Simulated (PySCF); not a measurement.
Run report: SiPH6S (charge +1), energy and gradient calculation

- system: SiPH6S, charge +1, SMILES [PH3+][SiH2]S
- method: PBE0/def2-SVP, RKS (PySCF 2.14.0)

The geometry comes from this level: GFN2-xTB. Figures and captions count atoms from 1; the log counts them from 0 in places.

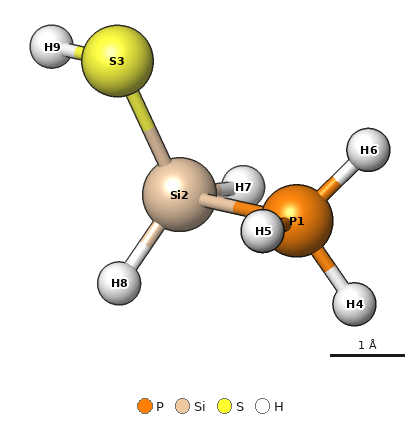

Figure 1. The structure as given in the input (ball-and-stick view, seen at a tilt; atoms are numbered from 1 in the order of the input). Bond lengths as drawn: H–P 1.38 Å, H–S 1.33 Å, H–Si 1.46 Å, P–Si 2.35 Å and S–Si 2.12 Å.

### The input (job.py)
```python
import pyscf.grad
from pyscf import gto, dft

molecule = gto.Mole()
molecule.atom = '''
P     -1.386927     1.537330    -1.668874
Si     0.793307    -1.708558     0.435998
S      1.852895     0.329436     3.721759
H     -2.399574     0.947187    -3.990610
H     -0.065082     3.698402    -2.260169
H     -3.463528     2.569498    -0.490573
H     -1.199296    -3.588930     0.727148
H      2.791069    -2.271942    -1.375513
H      3.077136    -1.512442     4.900816
'''
molecule.basis = 'def2-svp'
molecule.spin = 0
molecule.verbose = 4
molecule.unit = 'bohr'
molecule.charge = 1
molecule.max_memory = 1860
molecule.build()

mf = dft.RKS(molecule)
mf.xc = 'pbe0'
mf.grids.level = 5
mf.conv_tol = 1e-10
mf.kernel()
if not mf.converged:
    mf = mf.newton().run(mf.mo_coeff, mf.mo_occ)

e_final = mf.e_tot
print('E = %.10f Eh' % e_final)
grad = mf.Gradients().kernel()
mf.analyze()
```

Hardware: 1 thread of Intel Xeon @ 2.70GHz, 189 GiB of memory available, shared host.

Run as:
```bash
OMP_NUM_THREADS=1 python job.py
```

### Output
```
PySCF version 2.14.0

[INPUT] num. atoms = 9
[INPUT] num. electrons = 50
[INPUT] charge = 1
[INPUT] spin (= nelec alpha-beta = 2S) = 0
[INPUT] symmetry False subgroup None
[INPUT] Mole.unit = bohr
[INPUT] Symbol           X                Y                Z      unit          X                Y                Z       unit  Magmom
[INPUT]  1 P     -0.733930161610   0.813520001664  -0.883130088697 AA   -1.386927000000   1.537330000000  -1.668874000000 Bohr   0.0
[INPUT]  2 Si     0.419799985663  -0.904129957135   0.230720205607 AA    0.793307000000  -1.708558000000   0.435998000000 Bohr   0.0
[INPUT]  3 S      0.980509808228   0.174330023657   1.969470047336 AA    1.852895000000   0.329436000000   3.721759000000 Bohr   0.0
[INPUT]  4 H     -1.269799876716   0.501229774880  -2.111739869669 AA   -2.399574000000   0.947187000000  -3.990610000000 Bohr   0.0
[INPUT]  5 H     -0.034439911241   1.957110055221  -1.196029927628 AA   -0.065082000000   3.698402000000  -2.260169000000 Bohr   0.0
[INPUT]  6 H     -1.832820086983   1.359719785105  -0.259600051893 AA   -3.463528000000   2.569498000000  -0.490573000000 Bohr   0.0
[INPUT]  7 H     -0.634640112348  -1.899179967587   0.384790150566 AA   -1.199296000000  -3.588930000000   0.727148000000 Bohr   0.0
[INPUT]  8 H      1.476970108905  -1.202259930932  -0.727890132924 AA    2.791069000000  -2.271942000000  -1.375513000000 Bohr   0.0
[INPUT]  9 H      1.628350246102  -0.800349839238   2.593400142112 AA    3.077136000000  -1.512442000000   4.900816000000 Bohr   0.0

nuclear repulsion = 205.482236088647
number of shells = 42
number of NR pGTOs = 150
number of NR cGTOs = 84
basis = def2-svp
ecp = {}

******** <class 'pyscf.dft.rks.RKS'> ********
method = RKS
initial guess = minao
damping factor = 0
level_shift factor = 0
DIIS = <class 'pyscf.scf.diis.CDIIS'>
diis_start_cycle = 1
diis_space = 8
diis_damp = 0
SCF conv_tol = 1e-10
SCF conv_tol_grad = None
SCF max_cycles = 50
direct_scf = True
direct_scf_tol = 1e-13
XC library pyscf.dft.libxc version 7.0.0
    S. Lehtola, C. Steigemann, M. J.T. Oliveira, and M. A.L. Marques.,  SoftwareX 7, 1–5 (2018)
XC functionals = pbe0
radial grids:
    Treutler-Ahlrichs [JCP 102, 346 (1995); DOI:10.1063/1.469408] (M4) radial grids

becke partition: Becke, JCP 88, 2547 (1988); DOI:10.1063/1.454033
pruning grids: <function nwchem_prune>
grids dens level: 5
symmetrized grids: False
atomic radii adjust function: <function treutler_atomic_radii_adjust>
small_rho_cutoff = 0
Set gradient conv threshold to 1e-05
Initial guess from minao.
tot grids = 271432
init E= -1031.93847309616
  HOMO = -0.305225752665259  LUMO = -0.0508929951158934  gap/eV = 6.92075
cycle= 1 E= -1031.63735721845  delta_E= 0.301  |g|= 0.281  |ddm|= 2.66
  HOMO = -0.424153050725368  LUMO = -0.250099009882908  gap/eV = 4.73625
cycle= 2 E= -1031.63658917408  delta_E= 0.000768  |g|= 0.297  |ddm|= 0.89
  HOMO = -0.45196230571102  LUMO = -0.212708717481916  gap/eV = 6.51042
cycle= 3 E= -1031.6672203103  delta_E= -0.0306  |g|= 0.0317  |ddm|= 0.513
  HOMO = -0.447595409668006  LUMO = -0.210747310344257  gap/eV = 6.44497
cycle= 4 E= -1031.66757525566  delta_E= -0.000355  |g|= 0.00843  |ddm|= 0.0637
  HOMO = -0.448067809118511  LUMO = -0.210516772963485  gap/eV = 6.46409
cycle= 5 E= -1031.6675987628  delta_E= -2.35e-05  |g|= 0.00158  |ddm|= 0.0141
  HOMO = -0.448110502374753  LUMO = -0.2105115002208  gap/eV = 6.46540
cycle= 6 E= -1031.66759952667  delta_E= -7.64e-07  |g|= 0.000378  |ddm|= 0.00256
  HOMO = -0.448084858318937  LUMO = -0.210523977406625  gap/eV = 6.46436
cycle= 7 E= -1031.66759957638  delta_E= -4.97e-08  |g|= 7.81e-05  |ddm|= 0.000527
  HOMO = -0.448080295971798  LUMO = -0.210524923154488  gap/eV = 6.46421
cycle= 8 E= -1031.6675995786  delta_E= -2.22e-09  |g|= 1.41e-05  |ddm|= 0.000111
  HOMO = -0.448083852965995  LUMO = -0.21052678032759  gap/eV = 6.46426
cycle= 9 E= -1031.66759957867  delta_E= -6.57e-11  |g|= 4.12e-06  |ddm|= 2.53e-05
  HOMO = -0.448082303336663  LUMO = -0.210526130550473  gap/eV = 6.46423
```

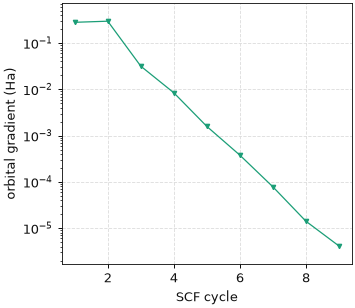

Figure 2. Convergence of the self-consistent field: orbital gradient against the SCF cycle. The residual falls almost steadily, with no more than small rises.

```
Extra cycle  E= -1031.66759957867  delta_E= -2.05e-12  |g|= 3.44e-06  |ddm|= 9.91e-06
converged SCF energy = -1031.66759957867
E = -1031.6675995787 Eh

******** <class 'pyscf.grad.rks.Gradients'> for <class 'pyscf.dft.rks.RKS'> ********
unit = Eh/Bohr
grid_response = False
--------------- RKS gradients ---------------
         x                y                z
0 P    -0.0055838376     0.0080010281    -0.0053976239
1 Si    -0.0008680025    -0.0129297599    -0.0098839342
2 S     0.0088763942    -0.0150236711     0.0074956650
3 H     0.0050160794     0.0102325253     0.0161505532
4 H    -0.0153055036    -0.0124473135     0.0013280811
5 H     0.0138715394    -0.0027598125    -0.0139085298
6 H     0.0066592092     0.0077284654     0.0011638653
7 H    -0.0057562352     0.0036328347     0.0077451790
8 H    -0.0069082275     0.0135654638    -0.0046929307
----------------------------------------------
**** SCF Summaries ****
Total Energy =                       -1031.667599578671570
Nuclear Repulsion Energy =             205.482236088646602
One-electron Energy =                -1825.017087339852878
Two-electron Energy =                  587.867251672534508
Two-electron Coulomb Energy =          659.308199972067428
DFT Exchange-Correlation Energy =      -71.440948299532891
HOMO-LUMO gap [eV] =                     6.464232719118820
**** MO energy ****
MO #1   energy= -89.1825058455051  occ= 2
MO #2   energy= -77.4599378647875  occ= 2
MO #3   energy= -66.4749567713315  occ= 2
MO #4   energy= -8.18512353953847  occ= 2
MO #5   energy= -6.8771011613031   occ= 2
MO #6   energy= -6.12657611519511  occ= 2
MO #7   energy= -6.12379483257384  occ= 2
MO #8   energy= -6.11792384718852  occ= 2
MO #9   energy= -5.56867431880325  occ= 2
MO #10  energy= -5.01634591744845  occ= 2
MO #11  energy= -5.01625564612167  occ= 2
MO #12  energy= -5.0148107552864   occ= 2
MO #13  energy= -3.90875656568015  occ= 2
MO #14  energy= -3.90471593571402  occ= 2
MO #15  energy= -3.90260469540444  occ= 2
MO #16  energy= -0.946467639787131 occ= 2
MO #17  energy= -0.92153603784689  occ= 2
MO #18  energy= -0.74886082854075  occ= 2
MO #19  energy= -0.656980089040407 occ= 2
MO #20  energy= -0.654109406399118 occ= 2
MO #21  energy= -0.61255964171813  occ= 2
MO #22  energy= -0.577248940001072 occ= 2
MO #23  energy= -0.575232123240054 occ= 2
MO #24  energy= -0.521770227067655 occ= 2
MO #25  energy= -0.448082303336663 occ= 2
MO #26  energy= -0.210526130550473 occ= 0
MO #27  energy= -0.19801203724291  occ= 0
MO #28  energy= -0.187219762484713 occ= 0
MO #29  energy= -0.151889889899486 occ= 0
MO #30  energy= -0.119872577581536 occ= 0
MO #31  energy= -0.118084197874503 occ= 0
MO #32  energy= -0.0957821928607818 occ= 0
MO #33  energy= -0.0861161288967653 occ= 0
MO #34  energy= 0.0570716920590959 occ= 0
MO #35  energy= 0.0951244613109061 occ= 0
MO #36  energy= 0.09888315675823   occ= 0
MO #37  energy= 0.126449670876323  occ= 0
MO #38  energy= 0.136268827750265  occ= 0
MO #39  energy= 0.157344627215953  occ= 0
MO #40  energy= 0.170976273036138  occ= 0
MO #41  energy= 0.19197386955853   occ= 0
MO #42  energy= 0.227513229729214  occ= 0
MO #43  energy= 0.234374111289461  occ= 0
MO #44  energy= 0.299000418914677  occ= 0
MO #45  energy= 0.307339896115899  occ= 0
MO #46  energy= 0.334292536002857  occ= 0
MO #47  energy= 0.352833677889274  occ= 0
MO #48  energy= 0.37173613368145   occ= 0
MO #49  energy= 0.389910956027057  occ= 0
MO #50  energy= 0.410395502038376  occ= 0
MO #51  energy= 0.453189199631351  occ= 0
MO #52  energy= 0.477090229237453  occ= 0
MO #53  energy= 0.485460473086127  occ= 0
MO #54  energy= 0.491595855412298  occ= 0
MO #55  energy= 0.521708639227175  occ= 0
MO #56  energy= 0.559307891562519  occ= 0
MO #57  energy= 0.590724370740284  occ= 0
MO #58  energy= 0.670901935423869  occ= 0
MO #59  energy= 0.673805234789223  occ= 0
MO #60  energy= 0.711332740818445  occ= 0
MO #61  energy= 0.739456492900085  occ= 0
MO #62  energy= 0.778264527791984  occ= 0
MO #63  energy= 0.78114140911074   occ= 0
MO #64  energy= 0.802584465741051  occ= 0
MO #65  energy= 0.89002095349157   occ= 0
MO #66  energy= 1.00971341249227   occ= 0
MO #67  energy= 1.1528201235659    occ= 0
MO #68  energy= 1.2504141800747    occ= 0
MO #69  energy= 1.26311670980195   occ= 0
MO #70  energy= 1.32603956297338   occ= 0
MO #71  energy= 1.39373585959465   occ= 0
MO #72  energy= 1.39410258717846   occ= 0
MO #73  energy= 1.42757329024415   occ= 0
MO #74  energy= 1.44890397649409   occ= 0
MO #75  energy= 1.50592209033375   occ= 0
MO #76  energy= 1.50856823397767   occ= 0
MO #77  energy= 1.55002005899859   occ= 0
MO #78  energy= 1.57015409216923   occ= 0
MO #79  energy= 1.86194500194108   occ= 0
MO #80  energy= 1.91065563685595   occ= 0
MO #81  energy= 2.02678490789298   occ= 0
MO #82  energy= 2.06911613703618   occ= 0
MO #83  energy= 2.07709271400531   occ= 0
MO #84  energy= 2.08989376122143   occ= 0
 ** Mulliken pop on meta-lowdin orthogonal AOs  **
 ** Mulliken pop  **
pop of  0 P 1s            1.99997
pop of  0 P 2s            1.99672
pop of  0 P 3s            1.35948
pop of  0 P 4s            0.00740
pop of  0 P 2px           1.99985
pop of  0 P 2py           1.99986
pop of  0 P 2pz           1.99985
pop of  0 P 3px           1.06957
pop of  0 P 3py           1.12649
pop of  0 P 3pz           1.06666
pop of  0 P 4px           0.01003
pop of  0 P 4py           0.00869
pop of  0 P 4pz           0.01007
pop of  0 P 3dxy          0.00808
pop of  0 P 3dyz          0.00443
pop of  0 P 3dz^2         0.00514
pop of  0 P 3dxz          0.00647
pop of  0 P 3dx2-y2       0.00276
pop of  1 Si 1s           1.99999
pop of  1 Si 2s           1.99984
pop of  1 Si 3s           1.11420
pop of  1 Si 4s           0.00716
pop of  1 Si 2px          1.99989
pop of  1 Si 2py          1.99987
pop of  1 Si 2pz          1.99987
pop of  1 Si 3px          0.84066
pop of  1 Si 3py          0.69426
pop of  1 Si 3pz          0.72263
pop of  1 Si 4px          0.01270
pop of  1 Si 4py          0.01278
pop of  1 Si 4pz          0.01165
pop of  1 Si 3dxy         0.01140
pop of  1 Si 3dyz         0.01022
pop of  1 Si 3dz^2        0.00892
pop of  1 Si 3dxz         0.01114
pop of  1 Si 3dx2-y2      0.00354
pop of  2 S 1s            1.99999
pop of  2 S 2s            1.99985
pop of  2 S 3s            1.69967
pop of  2 S 4s            0.00388
pop of  2 S 2px           1.99993
pop of  2 S 2py           1.99990
pop of  2 S 2pz           1.99989
pop of  2 S 3px           1.68087
pop of  2 S 3py           1.46454
pop of  2 S 3pz           1.31498
pop of  2 S 4px           0.00294
pop of  2 S 4py           0.00208
pop of  2 S 4pz           0.00540
pop of  2 S 3dxy          0.00582
pop of  2 S 3dyz          0.00812
pop of  2 S 3dz^2         0.00367
pop of  2 S 3dxz          0.00264
pop of  2 S 3dx2-y2       0.00339
pop of  3 H 1s            0.89105
pop of  3 H 2s            0.01449
pop of  3 H 2px           0.00090
pop of  3 H 2py           0.00018
pop of  3 H 2pz           0.00427
pop of  4 H 1s            0.88899
pop of  4 H 2s            0.01479
pop of  4 H 2px           0.00121
pop of  4 H 2py           0.00383
pop of  4 H 2pz           0.00033
pop of  5 H 1s            0.88891
pop of  5 H 2s            0.01480
pop of  5 H 2px           0.00344
pop of  5 H 2py           0.00097
pop of  5 H 2pz           0.00097
pop of  6 H 1s            1.02342
pop of  6 H 2s            0.00896
pop of  6 H 2px           0.00237
pop of  6 H 2py           0.00224
pop of  6 H 2pz           0.00031
pop of  7 H 1s            1.02346
pop of  7 H 2s            0.00897
pop of  7 H 2px           0.00296
pop of  7 H 2py           0.00023
pop of  7 H 2pz           0.00173
pop of  8 H 1s            0.83659
pop of  8 H 2s            0.01322
pop of  8 H 2px           0.00198
pop of  8 H 2py           0.00269
pop of  8 H 2pz           0.00191
 ** Mulliken atomic charges  **
charge of    0P =      0.31848
charge of    1Si =      0.53927
charge of    2S =     -0.19756
charge of    3H =      0.08912
charge of    4H =      0.09084
charge of    5H =      0.09091
charge of    6H =     -0.03731
charge of    7H =     -0.03736
charge of    8H =      0.14361

WARN: System has nonzero charge 1; the dipole moment is origin-dependent.
Location of origin: [0. 0. 0.]

Dipole moment(X, Y, Z, Debye): -0.91758,  0.24202, -1.58505
```

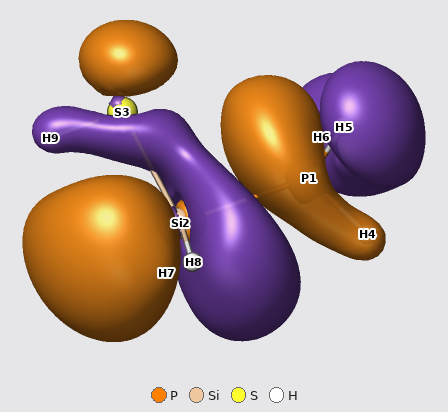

Figure 3. One frontier orbital at ±0.06 Å⁻³ᐟ² (orange and purple are the two phases), seen at a tilt. The LUMO, at −5.73 eV. It lies mainly on Si2 (50 %) and P1 (25 %).

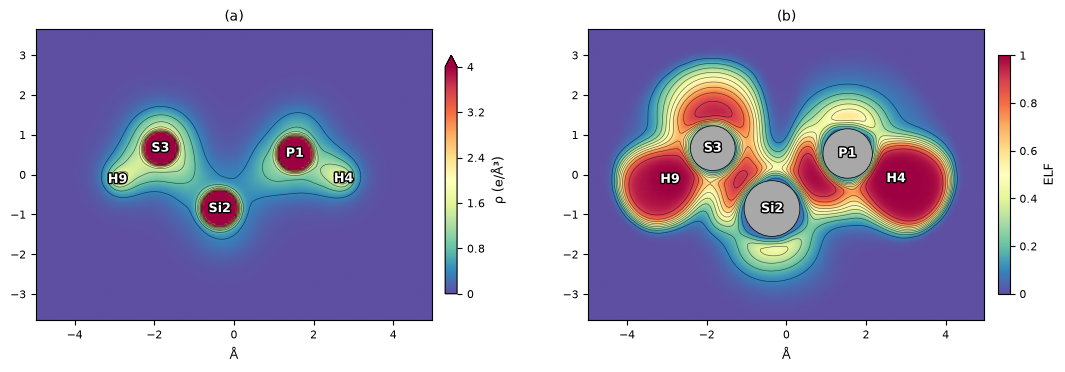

Figure 4. (a) total electron density; (b) ELF on the plane of atoms Si2, P1 and H4. Grey discs, where drawn, cover atomic cores. Atoms in the plane: P, Si, S and H. Si–S (2.12 Å): ρ is about 0.84 e/Å³ halfway; the ELF peaks at about 0.90 between the atoms, which marks localised, shared-pair bonding. S–H (1.33 Å): ρ is about 1.5 e/Å³ halfway; the ELF climbs to about 1 towards the hydrogen, as it does in any bond to H. P–H (1.38 Å): ρ is about 1.2 e/Å³ halfway; the ELF climbs to about 1 towards the hydrogen.

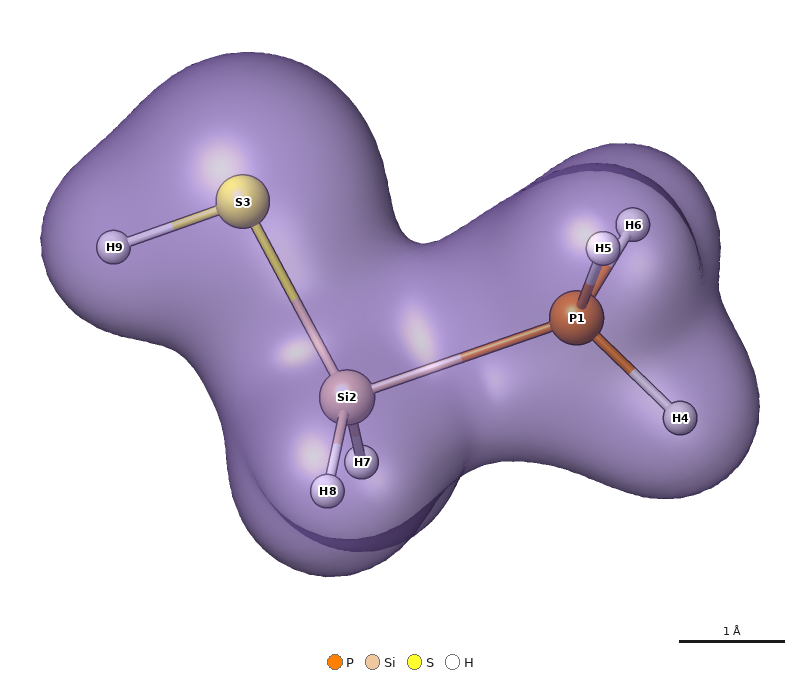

Figure 5. Isosurface of the total electron density at 0.1 e/Å³ (purple), seen at a tilt. At this value the surface is in one piece. On the grid the lowest density along these lines, outside the cores, is 0.68 e/Å³ (Si–S, 2.12 Å), 0.49 e/Å³ (Si–P, 2.35 Å), 1.5 e/Å³ (S–H, 1.33 Å) and 1.2 e/Å³ (P–H, 1.38 Å).

### Results in brief

| quantity | value |
| --- | --- |
| outcome | converged |
| total energy | −1031.667600 hartree |
| basis functions | 84 |
| largest force | 1.020 eV/Å |
| HOMO | −12.19 eV |
| LUMO | −5.73 eV |
| wall time | 39 s |
| peak memory | 0.82 GiB |

### Notes

The record of the run, not the program, notes: dipole of an ion depends on the origin.
